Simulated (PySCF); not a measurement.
CH₅AlO₂, SMILES `C[Al](O)O`.

Method: TPSSh/def2-SVP; geometry: GFN2-xTB; program: PySCF. No frequency check shows the geometry to be a minimum.

Coordinates in Å:

```
C1       1.8839    0.1025   -0.0000
Al2     -0.1065   -0.0006   -0.0006
O3      -0.7856   -1.5010    0.0003
O4      -0.9720    1.4006    0.0003
H5       2.2311    1.1324   -0.0219
H6       2.3006   -0.4173   -0.8605
H7       2.2969   -0.3774    0.8851
H8      -1.2127   -2.3436    0.0005
H9      -1.4739    2.2009    0.0006
```

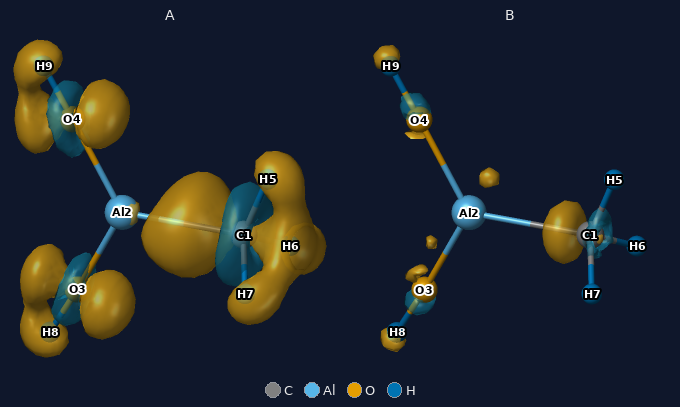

The two Fukui functions at ±0.04 e/Å³ (yellow positive, teal negative).

Which panel is f⁻ (electron removed) and which f⁺ (electron added)?

Answer. A is f⁻, B is f⁺. f⁻ (Hirshfeld-condensed) is largest on Al2 (0.21), C1 (0.19) and O4 (0.12); the vertical ionisation energy is 9.83 eV. f⁺ (Hirshfeld-condensed) is largest on Al2 (0.48); the vertical electron affinity is −2.11 eV (the stability of the anion's solution wasn't checked; negative, but this basis has no diffuse functions, so it doesn't show that the anion is unbound).

What chemical potential and hardness follow from the two energies?

Answer. μ = −(I + A)/2 = −3.86 eV and η = I − A = 11.94 eV.

Cost of the run: 5.2 min on 1 thread of Arm Neoverse V1 (shared host), peak memory 0.61 GiB.
